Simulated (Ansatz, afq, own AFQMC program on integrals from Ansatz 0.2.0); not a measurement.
# HfC (triplet): AFQMC on the coupled-cluster ladder at distance Hf1–C2 = 1.467 Å, def2-SVP

How near does AFQMC come to the top of the ladder for HfC (triplet)?

Method: def2-SVP, frozen cores; program: Ansatz 0.2.0, Gaussian basis, and an in-house AFQMC program (afq) on its integrals; all values are calculated.

Plan: PBE (unrestricted); r2SCAN (unrestricted); PBE0 (unrestricted); B3LYP (unrestricted); wB97M-V (unrestricted); B2PLYP (unrestricted); CCSD(T) on UHF; CCSDT(Q) on UHF; Phaseless AFQMC, CISD trial on UHF; Phaseless AFQMC, single-determinant trial on UHF; Free-projection AFQMC, CISD trial on UHF.

26 further runs of the same task are left out: 1 for a known fault of the program, 12 that didn't finish, 13 set aside as unsound or not needed.

### Step 1. What is computed

The geometry derives from a PBE0/def2-TZVP stationary point (not a proven minimum). One bond is set to the value named and the two fragments are kept rigid. No spin-orbit coupling is included. Elements past krypton take def2 core potentials.

2 atoms, charge 0, spin multiplicity 3.

Atoms are counted from 1 here; the program's logs count them from 0.

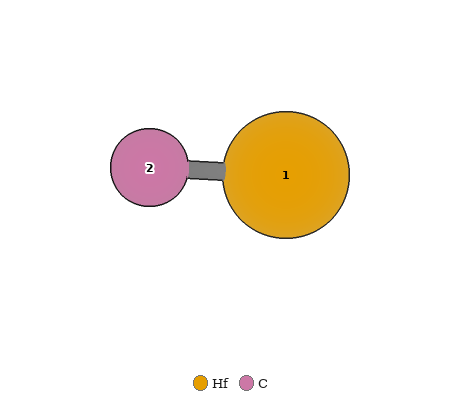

The geometry (hafnium amber, carbon pink); atoms are numbered from 1 in the order of the file.

Coordinates:

| atom | x (Å) | y (Å) | z (Å) |
| --- | --- | --- | --- |
| Hf1 | 0.0000 | 0.0000 | 0.0000 |
| C2 | 0.0000 | 0.0000 | 1.4670 |

### Step 2. PBE (unrestricted)

in.yaml

```yaml
crystal:
  periodic: [false, false, false]
  atoms:
    - {symbol: Hf, position_ang: [0.000000, 0.000000, 0.000000]}
    - {symbol: C, position_ang: [0.000000, 0.000000, 1.467000]}
basis:
  gaussian: {orbitals: def2-SVP}
magnetization: {spin_polarized: true, initial_magnetization: 2}
hamiltonian: {xc: {name: PBE}}
output: {orbitals: {seedname: orbitals}}
```

On the command line:

```
ansatz run in.yaml --threads 1 --pin off --events-out ev --progress --plain --max-ram 1382MiB
```

The program printed:

```text
Functional definition: PBE
  name "PBE"
  cite "Perdew, Burke & Ernzerhof, Phys. Rev. Lett. 77, 3865 (1996) doi:10.1103/PhysRevLett.77.3865"
  parent pbe
  parameter kappa = 0.804
  parameter beta = 0.06672455060314922
  exchange = pbe_x(kappa = kappa, mu = beta*pi^2/3)
  correlation = pbe_c(beta = beta)
472 factors; their error is unknown
mean field evaluation 1: about -2316.8214 eV, gradient 5.5e1 eV
mean field evaluation 2: about -2199.6164 eV, gradient 1.2e2 eV
mean field evaluation 4: about -2327.9947 eV, gradient 2.2e1 eV
mean field evaluation 8: about -2330.9194 eV, gradient 2.4e-1 eV
mean field evaluation 16: about -2330.9195 eV, gradient 1.9e-5 eV
mean field evaluation 32: about -2330.9191 eV, gradient 1.3e-1 eV
mean field -2330.91952160 eV, -85.6597124646 hartree, gradient 6.1e-6 eV, S^2 2.003408; 4 other end points of the search recorded, 0 dependent functions left out
reference -2330.91955972 eV, -85.6597138657 hartree; 10, 8 occupied and 36, 38 virtual orbitals, 472 factors
Total energy: -2330.91955972 eV, -85.6597138657 hartree
```

Wall time 6.5 s (1 thread of Intel Xeon Platinum 8259CL at 2.50GHz (Skylake/Cascade Lake), shared host).

From the report: ⟨S²⟩ of the determinant 2.003 (pure triplet: 2.00).

### Step 3. r2SCAN (unrestricted)

in.yaml, as its differences from that of step 2:

```diff
@@ -8,3 +8,2 @@
 magnetization: {spin_polarized: true, initial_magnetization: 2}
-hamiltonian: {xc: {name: PBE}}
-output: {orbitals: {seedname: orbitals}}
+hamiltonian: {xc: {name: r2SCAN}}
```

Same command.

The program printed:

```text
Functional definition: r2SCAN
  name "r2SCAN"
  cite "Furness, Kaplan, Ning, Perdew & Sun, J. Phys. Chem. Lett. 11, 8208 (2020) doi:10.1021/acs.jpclett.0c02405"
  cite "Furness, Kaplan, Ning, Perdew & Sun, J. Phys. Chem. Lett. 11, 9248 (2020) doi:10.1021/acs.jpclett.0c03077"
  parent r2scan
  parameter k0 = 0.174
  parameter k1 = 0.065
  parameter a1 = 4.9479
  exchange = r2scan_x(k0 = k0, k1 = k1, a1 = a1)
  correlation = r2scan_c
472 factors; their error is unknown
mean field evaluation 1: about -2319.7189 eV, gradient 5.0e1 eV
mean field evaluation 2: about -2220.9424 eV, gradient 1.1e2 eV
mean field evaluation 4: about -2330.5293 eV, gradient 1.3e1 eV
mean field evaluation 8: about -2331.4938 eV, gradient 2.1e-1 eV
mean field evaluation 16: about -2331.4939 eV, gradient 5.6e-5 eV
mean field -2331.49389751 eV, -85.6808203902 hartree, gradient 5.1e-5 eV, S^2 2.007152; 1 other end points of the search recorded, 0 dependent functions left out
reference -2331.49392263 eV, -85.6808213133 hartree; 10, 8 occupied and 36, 38 virtual orbitals, 472 factors
Total energy: -2331.49392263 eV, -85.6808213133 hartree
```

Wall time 6.5 s (1 thread of Intel Xeon Platinum 8259CL at 2.50GHz (Skylake/Cascade Lake), shared host).

From the report: ⟨S²⟩ of the determinant 2.007 (pure triplet: 2.00).

### Step 4. PBE0 (unrestricted)

in.yaml, as its differences from that of step 3:

```diff
@@ -8,2 +8,3 @@
 magnetization: {spin_polarized: true, initial_magnetization: 2}
-hamiltonian: {xc: {name: r2SCAN}}
+hamiltonian: {xc: {name: PBE0}}
+output: {orbitals: {seedname: orbitals}}
```

Same command.

The program printed:

```text
Functional definition: PBE0
  name "PBE0"
  cite "Adamo & Barone, J. Chem. Phys. 110, 6158 (1999) doi:10.1063/1.478522"
  cite "Perdew, Burke & Ernzerhof, Phys. Rev. Lett. 77, 3865 (1996) doi:10.1103/PhysRevLett.77.3865"
  parent pbe
  parameter a = 0.25
  parameter kappa = 0.804
  parameter beta = 0.06672455060314922
  exchange = (1 - a)*pbe_x(kappa = kappa, mu = beta*pi^2/3) + a*exact_x
  correlation = pbe_c(beta = beta)
468 factors; integrals over basis functions are off by at most 9.5e-4 eV
mean field evaluation 1: about -2318.7983 eV, gradient 4.9e1 eV
mean field evaluation 2: about -2264.7489 eV, gradient 1.0e2 eV
mean field evaluation 4: about -2329.7526 eV, gradient 5.8e0 eV
mean field evaluation 8: about -2330.0207 eV, gradient 1.2e-1 eV
mean field evaluation 16: about -2330.0210 eV, gradient 5.0e-5 eV
mean field -2330.02095740 eV, -85.6266908394 hartree, gradient 4.9e-5 eV, S^2 2.005650; 1 other end points of the search recorded, 0 dependent functions left out
reference -2330.02098653 eV, -85.6266919100 hartree; 10, 8 occupied and 36, 38 virtual orbitals, 468 factors
Total energy: -2330.02098653 eV, -85.6266919100 hartree
```

Run time: 4.1 s. Hardware: 1 thread of Intel Xeon Platinum 8259CL at 2.50GHz (Skylake/Cascade Lake), shared host.

From the report: ⟨S²⟩ of the determinant 2.006 (pure triplet: 2.00).

### Step 5. B3LYP (unrestricted)

in.yaml, as its differences from that of step 4:

```diff
@@ -8,3 +8,2 @@
 magnetization: {spin_polarized: true, initial_magnetization: 2}
-hamiltonian: {xc: {name: PBE0}}
-output: {orbitals: {seedname: orbitals}}
+hamiltonian: {xc: {name: B3LYP}}
```

Launched as before.

The program printed:

```text
Functional definition: B3LYP
  name "B3LYP"
  cite "Stephens, Devlin, Chabalowski & Frisch, J. Phys. Chem. 98, 11623 (1994) doi:10.1021/j100096a001"
  cite "Becke, Phys. Rev. A 38, 3098 (1988) doi:10.1103/PhysRevA.38.3098"
  cite "Lee, Yang & Parr, Phys. Rev. B 37, 785 (1988) doi:10.1103/PhysRevB.37.785"
  cite "Vosko, Wilk & Nusair, Can. J. Phys. 58, 1200 (1980) doi:10.1139/p80-159"
  parameter a0 = 0.2
  parameter ax = 0.72
  parameter ac = 0.81
  exchange = (1 - a0 - ax)*slater_x + ax*b88_x + a0*exact_x
  correlation = (1 - ac)*vwn_rpa_c + ac*lyp_c
497 factors; their error is unknown
mean field evaluation 1: about -2319.5207 eV, gradient 5.1e1 eV
mean field evaluation 2: about -2230.1395 eV, gradient 1.2e2 eV
mean field evaluation 4: about -2331.3974 eV, gradient 9.7e0 eV
mean field evaluation 8: about -2332.0271 eV, gradient 1.4e-1 eV
mean field evaluation 16: about -2332.0272 eV, gradient 3.3e-5 eV
mean field -2332.02722448 eV, -85.7004197949 hartree, gradient 3.3e-5 eV, S^2 2.003764; 0 other end points of the search recorded, 0 dependent functions left out
reference -2332.02739811 eV, -85.7004261755 hartree; 10, 8 occupied and 36, 38 virtual orbitals, 497 factors
Total energy: -2332.02739811 eV, -85.7004261755 hartree
```

Run time: 2.8 s. Hardware: 1 thread of Intel Xeon Platinum 8259CL at 2.50GHz (Skylake/Cascade Lake), shared host.

From the report: ⟨S²⟩ of the determinant 2.004 (pure triplet: 2.00).

### Step 6. wB97M-V (unrestricted)

in.yaml, as its differences from that of step 5:

```diff
@@ -8,2 +8,3 @@
 magnetization: {spin_polarized: true, initial_magnetization: 2}
-hamiltonian: {xc: {name: B3LYP}}
+hamiltonian: {xc: {name: wB97M-V}}
+output: {orbitals: {seedname: orbitals}}
```

Same command.

The program printed:

```text
Functional definition: wB97M-V
  name "wB97M-V"
  cite "Mardirossian & Head-Gordon, J. Chem. Phys. 144, 214110 (2016) doi:10.1063/1.4952647"
  cite "Becke, J. Chem. Phys. 107, 8554 (1997) doi:10.1063/1.475007"
  cite "Vydrov & Van Voorhis, J. Chem. Phys. 133, 244103 (2010) doi:10.1063/1.3521275"
  # Of w^i u^j: cxij and so on, Table III.
  parameter omega = 0.3/bohr
  parameter cx = 0.15
  parameter cx01 = 1.007
  parameter cx10 = 0.259
  parameter css00 = 0.443
  parameter css04 = -1.437
  parameter css10 = -4.535
  parameter css20 = -3.390
  parameter css43 = 4.278
  parameter cos00 = 1.000
  parameter cos10 = 1.358
  parameter cos20 = 2.924
  parameter cos21 = -8.812
  parameter cos60 = -1.390
  parameter cos61 = 9.142
  parameter b = 6.0
  parameter c = 0.01
  gx(w, u) = 1 - cx + cx01*u + cx10*w
  gss(w, u) = css00 + css04*u^4 + css10*w + css20*w^2 + css43*w^4*u^3
  gos(w, u) = cos00 + cos10*w + (cos20 + cos21*u)*w^2 + (cos60 + cos61*u)*w^6
  exchange = spin_sum(e_x_unif_sr(omega)*gx(b97_w, b97_u_x)) + cx*exact_x_sr(omega) + exact_x_lr(omega)
  correlation = spin_sum(e_c_pw_mod_same_spin*gss(b97_w, b97_u_same))
      + integral(e_c_pw_mod_opposite_spin*gos(b97_w_opposite, b97_u_opposite)) + vv10(b, c)
475 factors; their error is unknown
116 factors; integrals over basis functions are off by at most 1.4e-4 eV
mean field evaluation 1: about -2319.0927 eV, gradient 4.5e1 eV
mean field evaluation 2: about -2306.8348 eV, gradient 6.6e1 eV
mean field evaluation 4: about -2328.7425 eV, gradient 1.4e0 eV
mean field evaluation 8: about -2328.8076 eV, gradient 1.7e-1 eV
mean field evaluation 16: about -2328.8081 eV, gradient 9.6e-5 eV
mean field -2328.80807194 eV, -85.5821181210 hartree, gradient 4.2e-5 eV, S^2 2.004660; 2 other end points of the search recorded, 0 dependent functions left out
reference -2328.80810881 eV, -85.5821194759 hartree; 10, 8 occupied and 36, 38 virtual orbitals, 475 factors
Total energy: -2328.80810881 eV, -85.5821194759 hartree
```

It took 8.5 s on 1 thread of Intel Xeon Platinum 8259CL at 2.50GHz (Skylake/Cascade Lake), shared host; peak memory 0.27 GiB.

From the report: ⟨S²⟩ of the determinant 2.005 (pure triplet: 2.00).

### Step 7. B2PLYP (unrestricted)

in.yaml, as its differences from that of step 6:

```diff
@@ -8,3 +8,3 @@
 magnetization: {spin_polarized: true, initial_magnetization: 2}
-hamiltonian: {xc: {name: wB97M-V}}
-output: {orbitals: {seedname: orbitals}}
+hamiltonian: {xc: {name: B2PLYP}}
+correlation: {electrons: outside_noble_gas}
```

Launched as before.

The program printed:

```text
Functional definition: B2PLYP
  name "B2PLYP"
  cite "Grimme, J. Chem. Phys. 124, 034108 (2006) doi:10.1063/1.2148954"
  cite "Becke, Phys. Rev. A 38, 3098 (1988) doi:10.1103/PhysRevA.38.3098"
  cite "Lee, Yang & Parr, Phys. Rev. B 37, 785 (1988) doi:10.1103/PhysRevB.37.785"
  parameter a = 0.53
  parameter c = 0.27
  exchange = (1 - a)*b88_x + a*exact_x
  correlation = (1 - c)*lyp_c + c*(mp2_os + mp2_ss)
468 factors; integrals over basis functions are off by at most 9.5e-4 eV
mean field evaluation 1: about -2314.6356 eV, gradient 4.4e1 eV
mean field evaluation 2: about -2314.6441 eV, gradient 4.4e1 eV
mean field evaluation 4: about -2323.6773 eV, gradient 5.5e0 eV
mean field evaluation 8: about -2323.9093 eV, gradient 2.3e-1 eV
mean field evaluation 16: about -2323.9111 eV, gradient 8.5e-5 eV
mean field evaluation 32: about -2315.5854 eV, gradient 1.1e1 eV
mean field evaluation 64: about -2316.4406 eV, gradient 7.9e0 eV
mean field -2323.91111436 eV, -85.4021582492 hartree, gradient 2.9e-6 eV, S^2 2.008089; 0 other end points of the search recorded, 0 dependent functions left out
5 core orbitals not correlated: weight in the atoms' cores, before any rotation towards them, 0.970 or more for the frozen orbitals, at most 0.015 for the correlated occupied ones
reference -2323.91122331 eV, -85.4021622531 hartree; 5, 3 occupied and 36, 38 virtual orbitals, 468 factors
second order -6.26652655 eV of doubles, -0.00000000 eV of singles
Total energy: -2325.60318548 eV, -85.4643407159 hartree
```

It took 7 s on 1 thread of Intel Xeon Platinum 8259CL at 2.50GHz (Skylake/Cascade Lake), shared host.

From the report: ⟨S²⟩ of the determinant 2.008 (pure triplet: 2.00).

### Step 8. CCSD(T) on UHF

in.yaml, as its differences from that of step 7:

```diff
@@ -8,3 +8,2 @@
 magnetization: {spin_polarized: true, initial_magnetization: 2}
-hamiltonian: {xc: {name: B2PLYP}}
-correlation: {electrons: outside_noble_gas}
+correlation: {method: ccsd_t, electrons: outside_noble_gas, hamiltonian_folder: ham}
```

The command is unchanged.

The program printed:

```text
Functional definition: HF
  name "HF"
  cite "Fock, Z. Phys. 61, 126 (1930) doi:10.1007/BF01340294"
  parent pbe
  exchange = exact_x
  correlation = 0
468 factors; integrals over basis functions are off by at most 9.5e-4 eV
mean field evaluation 1: about -2304.3244 eV, gradient 3.6e1 eV
mean field evaluation 2: about -2304.3415 eV, gradient 3.6e1 eV
mean field evaluation 4: about -2310.6971 eV, gradient 2.6e0 eV
mean field evaluation 8: about -2310.8164 eV, gradient 3.1e-1 eV
mean field evaluation 16: about -2301.6854 eV, gradient 2.5e1 eV
mean field evaluation 32: about -2307.9617 eV, gradient 1.4e1 eV
mean field evaluation 64: about -2309.2385 eV, gradient 2.9e-2 eV
mean field evaluation 96: about -2307.7383 eV, gradient 1.7e0 eV
mean field evaluation 128: about -2309.2339 eV, gradient 2.8e-3 eV
mean field evaluation 160: about -2308.8831 eV, gradient 8.9e-2 eV
mean field evaluation 192: about -2307.3854 eV, gradient 1.2e0 eV
mean field evaluation 224: about -2307.3585 eV, gradient 1.7e-2 eV
mean field evaluation 256: about -2307.3586 eV, gradient 2.0e-2 eV
mean field evaluation 288: about -2307.2515 eV, gradient 8.0e-2 eV
mean field evaluation 320: about -2307.3558 eV, gradient 4.6e-1 eV
mean field -2310.82155136 eV, -84.9211256816 hartree, gradient 2.2e-6 eV, S^2 2.017766; 8 other end points of the search recorded, 0 dependent functions left out
determinant -2310.82155136 eV, -84.9211256816 hartree, with singles and doubles -2315.76134935 eV, -85.1026599090 hartree
determinant -2309.23387235 eV, -84.8627795539 hartree, with singles and doubles -2314.08678159 eV, -85.0411206789 hartree
determinant -2308.88355485 eV, -84.8499056233 hartree, with singles and doubles -2313.91243443 eV, -85.0347135390 hartree
determinant -2308.30944695 eV, -84.8288075469 hartree, with singles and doubles -2313.21270891 eV, -85.0089991006 hartree
determinant -2308.06555287 eV, -84.8198446048 hartree, with singles and doubles -2312.80396972 eV, -84.9939782122 hartree
determinant -2307.76658684 eV, -84.8088578060 hartree, with singles and doubles -2311.88461828 eV, -84.9601926702 hartree
5 core orbitals not correlated: weight in the atoms' cores, before any rotation towards them, 0.966 or more for the frozen orbitals, at most 0.019 for the correlated occupied ones
reference -2310.82155136 eV, -84.9211256816 hartree; 5, 3 occupied and 36, 38 virtual orbitals, 468 factors
second order -4.76178019 eV of doubles, -0.00000000 eV of singles
cycle   1  -4.92936522 eV  change   -6.6e-2 eV  update   1.9e-2
cycle   2  -4.94077197 eV  change   -1.1e-2 eV  update   7.1e-3
cycle   3  -4.94152090 eV  change   -7.5e-4 eV  update   3.3e-3
cycle   4  -4.94357488 eV  change   -2.1e-3 eV  update   1.2e-3
cycle   5  -4.94365742 eV  change   -8.3e-5 eV  update   4.3e-4
cycle   6  -4.94377691 eV  change   -1.2e-4 eV  update   1.6e-4
cycle   7  -4.94374868 eV  change    2.8e-5 eV  update   6.1e-5
cycle   8  -4.94375635 eV  change   -7.7e-6 eV  update   2.7e-5
cycle   9  -4.94375392 eV  change    2.4e-6 eV  update   1.2e-5
cycle  10  -4.94375502 eV  change   -1.1e-6 eV  update   5.2e-6
perturbative correction -0.22784891 eV, -0.0083732929 hartree
Total energy: -2315.99315529 eV, -85.1111786205 hartree
```

Wall time 12 s (1 thread of Intel Xeon Platinum 8259CL at 2.50GHz (Skylake/Cascade Lake), shared host).

From the report: ⟨S²⟩ of the determinant 2.018 (pure triplet: 2.00); correlation -5.1716 eV; T1 0.025; largest double amplitude 0.05.

This run also writes the integrals to the folder ham.

### Step 9. CCSDT(Q) on UHF

in.yaml, as its differences from that of step 8:

```diff
@@ -8,2 +8,2 @@
 magnetization: {spin_polarized: true, initial_magnetization: 2}
-correlation: {method: ccsd_t, electrons: outside_noble_gas, hamiltonian_folder: ham}
+correlation: {method: ccsdt_q, electrons: outside_noble_gas}
```

Launched as before.

The program printed:

```text
Functional definition: HF
  name "HF"
  cite "Fock, Z. Phys. 61, 126 (1930) doi:10.1007/BF01340294"
  parent pbe
  exchange = exact_x
  correlation = 0
827 factors; integrals over basis functions are off by at most 1.4e-7 eV
mean field evaluation 1: about -2304.3240 eV, gradient 3.6e1 eV
mean field evaluation 2: about -2304.3411 eV, gradient 3.6e1 eV
mean field evaluation 4: about -2310.6962 eV, gradient 2.6e0 eV
mean field evaluation 8: about -2310.8164 eV, gradient 3.1e-1 eV
mean field evaluation 16: about -2301.6834 eV, gradient 2.5e1 eV
mean field evaluation 32: about -2307.9621 eV, gradient 1.4e1 eV
mean field evaluation 64: about -2309.2386 eV, gradient 2.9e-2 eV
mean field evaluation 96: about -2307.7376 eV, gradient 1.7e0 eV
mean field evaluation 128: about -2309.2339 eV, gradient 2.8e-3 eV
mean field evaluation 160: about -2308.8831 eV, gradient 8.9e-2 eV
mean field evaluation 192: about -2307.2403 eV, gradient 2.7e0 eV
mean field evaluation 224: about -2307.3584 eV, gradient 2.5e-2 eV
mean field evaluation 256: about -2307.3586 eV, gradient 2.0e-2 eV
mean field evaluation 288: about -2307.2508 eV, gradient 1.0e-1 eV
mean field evaluation 320: about -2307.4503 eV, gradient 6.9e-1 eV
a density is far from that of the atoms, so the factors are made again for it
881 factors; integrals over basis functions are off by at most 8.1e-8 eV
mean field evaluation 352: about -2304.3411 eV, gradient 3.6e1 eV
mean field evaluation 384: about -2309.1408 eV, gradient 1.6e0 eV
mean field evaluation 416: about -2309.2339 eV, gradient 3.8e-4 eV
mean field evaluation 448: about -2307.7376 eV, gradient 1.7e0 eV
mean field evaluation 480: about -2309.2339 eV, gradient 1.7e-3 eV
mean field evaluation 512: about -2308.8836 eV, gradient 1.7e-2 eV
mean field evaluation 544: about -2307.4337 eV, gradient 7.6e-1 eV
mean field evaluation 576: about -2307.3584 eV, gradient 1.7e-2 eV
mean field evaluation 608: about -2307.3590 eV, gradient 2.4e-2 eV
mean field evaluation 640: about -2307.2522 eV, gradient 8.3e-2 eV
mean field evaluation 672: about -2307.2459 eV, gradient 2.1e0 eV
mean field -2310.82159093 eV, -84.9211271354 hartree, gradient 2.9e-6 eV, S^2 2.017766; 9 other end points of the search recorded, 0 dependent functions left out
determinant -2310.82159093 eV, -84.9211271354 hartree, with singles and doubles -2315.76140082 eV, -85.1026618007 hartree
determinant -2309.23391074 eV, -84.8627809647 hartree, with singles and doubles -2314.08683387 eV, -85.0411226002 hartree
determinant -2308.88359592 eV, -84.8499071326 hartree, with singles and doubles -2313.91248390 eV, -85.0347153571 hartree
determinant -2308.30948860 eV, -84.8288090777 hartree, with singles and doubles -2313.21275750 eV, -85.0090008861 hartree
determinant -2308.06558935 eV, -84.8198459455 hartree, with singles and doubles -2312.80401951 eV, -84.9939800420 hartree
determinant -2307.76662441 eV, -84.8088591866 hartree, with singles and doubles -2311.88467093 eV, -84.9601946048 hartree
5 core orbitals not correlated: weight in the atoms' cores, before any rotation towards them, 0.966 or more for the frozen orbitals, at most 0.019 for the correlated occupied ones
reference -2310.82159093 eV, -84.9211271354 hartree; 5, 3 occupied and 36, 38 virtual orbitals, 881 factors
second order -4.76179540 eV of doubles, -0.00000000 eV of singles
cycle   1  -4.71275979 eV  change    4.9e-2 eV  update   9.5e-2
cycle   2  -5.01398229 eV  change   -3.0e-1 eV  update   4.7e-2
cycle   3  -5.19579384 eV  change   -1.8e-1 eV  update   2.2e-2
cycle   4  -5.19304101 eV  change    2.8e-3 eV  update   8.6e-3
cycle   5  -5.18070223 eV  change    1.2e-2 eV  update   4.3e-3
cycle   6  -5.18288260 eV  change   -2.2e-3 eV  update   1.7e-3
cycle   7  -5.18491842 eV  change   -2.0e-3 eV  update   9.9e-4
cycle   8  -5.18431005 eV  change    6.1e-4 eV  update   4.1e-4
cycle   9  -5.18422851 eV  change    8.2e-5 eV  update   2.4e-4
cycle  10  -5.18427209 eV  change   -4.4e-5 eV  update   1.1e-4
cycle  11  -5.18429971 eV  change   -2.8e-5 eV  update   6.5e-5
cycle  12  -5.18429302 eV  change    6.7e-6 eV  update   3.5e-5
cycle  13  -5.18433171 eV  change   -3.9e-5 eV  update   1.8e-5
cycle  14  -5.18432627 eV  change    5.4e-6 eV  update   8.6e-6
cycle  15  -5.18433076 eV  change   -4.5e-6 eV  update   3.7e-6
cycle  16  -5.18433112 eV  change   -3.6e-7 eV  update   1.9e-6
cycle  17  -5.18433075 eV  change    3.7e-7 eV  update   9.7e-7
perturbative correction -0.01798197 eV, -0.0006608253 hartree
Total energy: -2316.02390364 eV, -85.1123086014 hartree
```

Run time: 51 s. Hardware: 1 thread of Intel Xeon Platinum 8259CL at 2.50GHz (Skylake/Cascade Lake), shared host; peak memory 0.28 GiB.

From the report: ⟨S²⟩ of the determinant 2.018 (pure triplet: 2.00); correlation -5.2023 eV; T1 0.024; largest double amplitude 0.06.

[end of part 1 of 2]
